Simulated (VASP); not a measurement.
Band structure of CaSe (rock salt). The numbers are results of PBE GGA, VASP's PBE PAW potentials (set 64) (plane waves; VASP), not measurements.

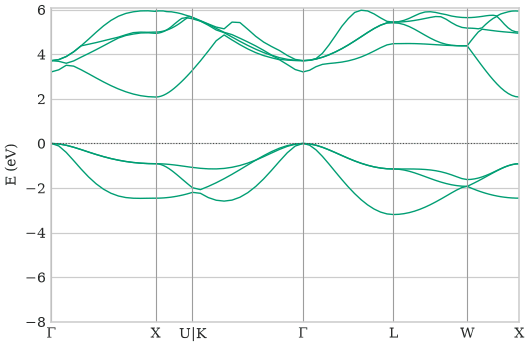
Figure: Bands along high-symmetry lines, zero at the valence-band maximum or, without a gap, the Fermi level

**Question.** Read the plot: is there a gap, and where are the band edges?

**Answer.** The gap is indirect, 2.08 eV, from the valence maximum at Γ to the conduction minimum at X. (Edges off the drawn lines would not show.)

Measured: gap 3.85 eV (computed value off by -1.77 eV), as given by Abedi et al., (2022), arXiv:2211.14644.

The compound is CaSe in the rock salt structure. It was relaxed first.
